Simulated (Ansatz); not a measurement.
**Single-point calculation, with input and output: BSi4NH12**

- system: BSi4NH12, SMILES BN([SiH2][SiH3])[SiH2][SiH3]
- method: RKS PBE0-D4/def2-TZVPP (Ansatz 0.2.0)

The geometry comes from this level: PBE0-D4/def2-TZVP.

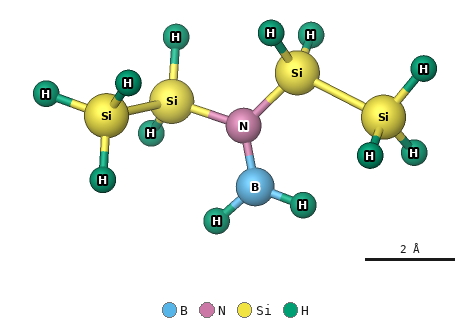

Figure 1. The input geometry (ball-and-stick view, seen at a tilt).

**Results in brief**

| quantity | value |
| --- | --- |
| outcome | converged |
| total energy | −33859.7697 eV |
| mean-field energy | −33859.3077 eV |
| dispersion energy | −0.4620 eV |
| SCF solution under orbital rotations | stable |
| HOMO | −7.89 eV |
| LUMO | −0.74 eV |
| hardware | 4 threads of Arm Neoverse V1, 23 GiB of memory available, shared host |
| wall time | 12 s (CPU time 44 s) |
| peak memory | 1.8 GiB |

**Input file**
```yaml
crystal:
  periodic: [false, false, false]
  atoms:
    - {symbol: B, position_ang: [0.288195, -0.075686, -1.661805]}
    - {symbol: N, position_ang: [-0.405110, -0.154983, -0.441830]}
    - {symbol: Si, position_ang: [-0.818347, -1.749840, 0.189407]}
    - {symbol: Si, position_ang: [1.066815, -2.763343, 1.136720]}
    - {symbol: Si, position_ang: [-0.835393, 1.271192, 0.493706]}
    - {symbol: Si, position_ang: [0.100566, 3.218508, -0.401778]}
    - {symbol: H, position_ang: [0.567516, -1.083750, -2.252665]}
    - {symbol: H, position_ang: [0.603401, 0.990807, -2.114203]}
    - {symbol: H, position_ang: [-1.863655, -1.550577, 1.232392]}
    - {symbol: H, position_ang: [-1.389882, -2.583350, -0.899748]}
    - {symbol: H, position_ang: [1.604841, -1.900184, 2.222931]}
    - {symbol: H, position_ang: [2.121392, -2.941959, 0.102817]}
    - {symbol: H, position_ang: [0.715607, -4.092789, 1.706050]}
    - {symbol: H, position_ang: [-0.358170, 1.070933, 1.891968]}
    - {symbol: H, position_ang: [-2.319303, 1.384804, 0.561193]}
    - {symbol: H, position_ang: [1.580355, 3.109303, -0.488025]}
    - {symbol: H, position_ang: [-0.453331, 3.525637, -1.745847]}
    - {symbol: H, position_ang: [-0.243096, 4.336775, 0.520518]}
basis:
  gaussian: {orbitals: def2-TZVPP}
hamiltonian: {xc: pbe0, dispersion: d4}
output: {orbitals: {seedname: orbitals}}
```

Run as:
```bash
ansatz run in.yaml --threads 4 --pin off --events-out ev --progress --plain --max-ram 11315MiB
```

**The program's output**
```
Functional definition: PBE0
  name "PBE0"
  cite "Adamo & Barone, J. Chem. Phys. 110, 6158 (1999) doi:10.1063/1.478522"
  cite "Perdew, Burke & Ernzerhof, Phys. Rev. Lett. 77, 3865 (1996) doi:10.1103/PhysRevLett.77.3865"
  parent pbe
  parameter a = 0.25
  parameter kappa = 0.804
  parameter beta = 0.06672455060314922
  exchange = (1 - a)*pbe_x(kappa = kappa, mu = beta*pi^2/3) + a*exact_x
  correlation = pbe_c(beta = beta)
2196 factors; their error is unknown
mean field evaluation 1: about -33852.8124 eV, gradient 5.7e1 eV
mean field evaluation 2: about -33839.8614 eV, gradient 9.0e1 eV
mean field evaluation 4: about -33859.2047 eV, gradient 3.9e0 eV
mean field evaluation 8: about -33859.2438 eV, gradient 3.2e-2 eV
mean field evaluation 16: about -33859.3077 eV, gradient 2.4e-5 eV
mean field -33859.30768040 eV, -1244.3066065918 hartree, gradient 2.4e-5 eV, S^2 0.000000; 0 other end points of the search recorded, 0 dependent functions left out
reference -33859.30773021 eV, -1244.3066084220 hartree; 40, 40 occupied and 358, 358 virtual orbitals, 2196 factors
Total energy: -33859.76968107 eV, -1244.3235848030 hartree
```

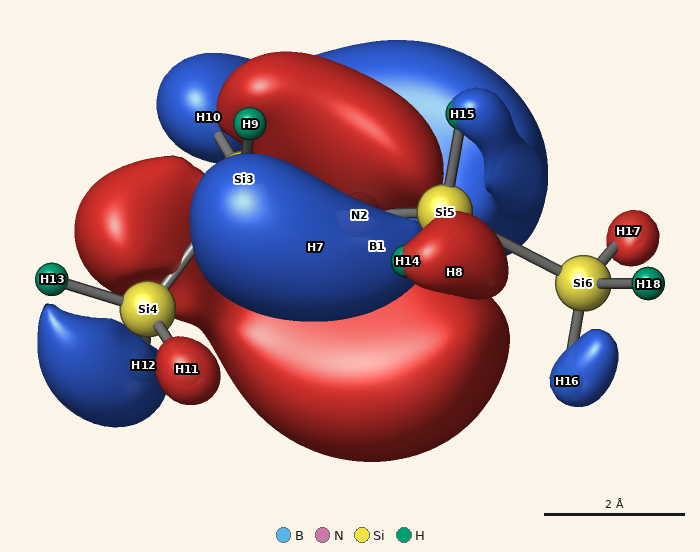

Figure 2. One frontier orbital at ±0.04 Å⁻³ᐟ² (blue and red are the two phases), seen from the side. The LUMO, at −0.74 eV. It lies mainly on B1 (50 %), N2 (10 %) and Si3 (10 %).

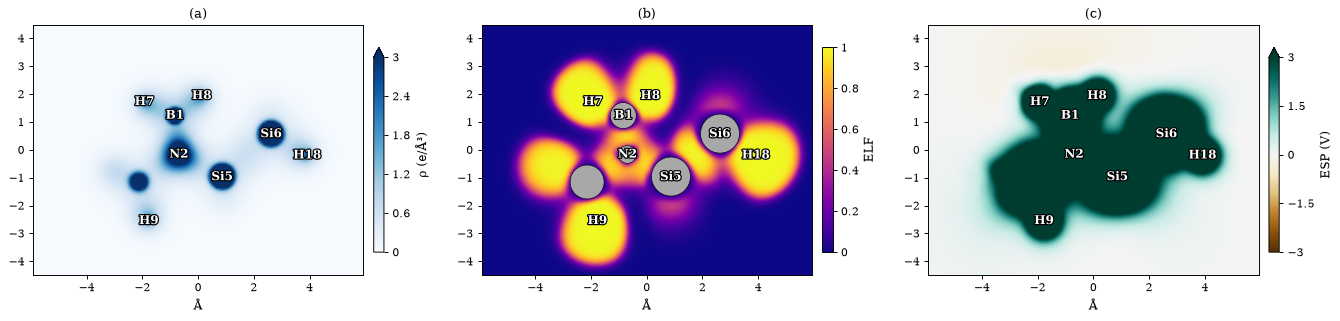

Figure 3. (a) total electron density; (b) ELF; (c) molecular electrostatic potential on the plane of atoms Si5, Si6 and H18. Grey discs, where drawn, cover atomic cores. Atoms in the plane: B, N, Si and H. Si–N (1.76 Å): ρ is about 1 e/Å³ halfway; the ELF peaks at about 0.90 between the atoms, which marks a polar covalent bond. Si–Si (2.34 Å): ρ is about 0.65 e/Å³ halfway; the ELF peaks at about 1 between the atoms, which marks a shared electron pair.

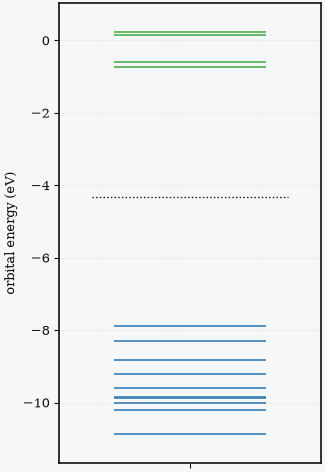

Figure 4. Orbital energies near the frontier; the dotted line parts filled from empty levels, and levels within 0.02 eV of each other stand side by side. Highest filled −7.89 eV, lowest empty −0.74 eV, 7.15 eV apart.
